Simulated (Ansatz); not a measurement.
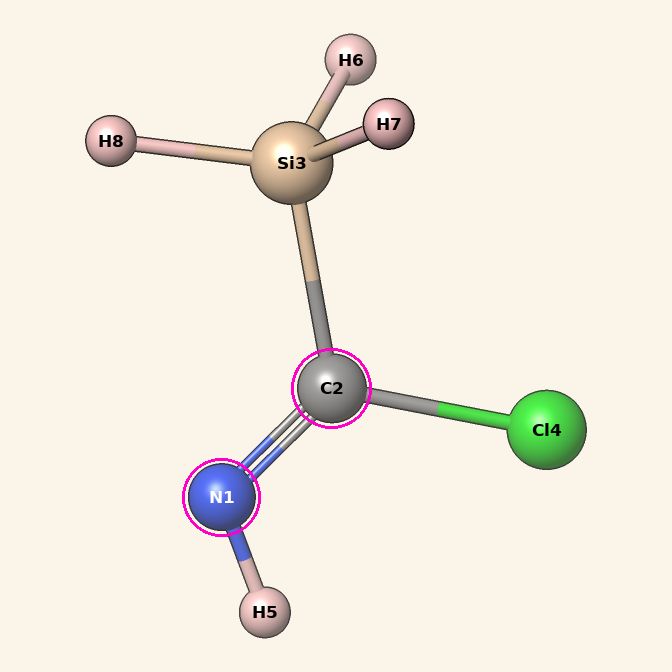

Atoms fade into the background with distance from the viewer. Circles mark the stereogenic atoms. Computed geometry: PBE0-D4/def2-TZVP optimisation.

Q: Give the R/S and E/Z labels.

A: N1=C2: Z.

Q: Write the isomeric SMILES.

A: [H]/N=C(/[SiH3])Cl
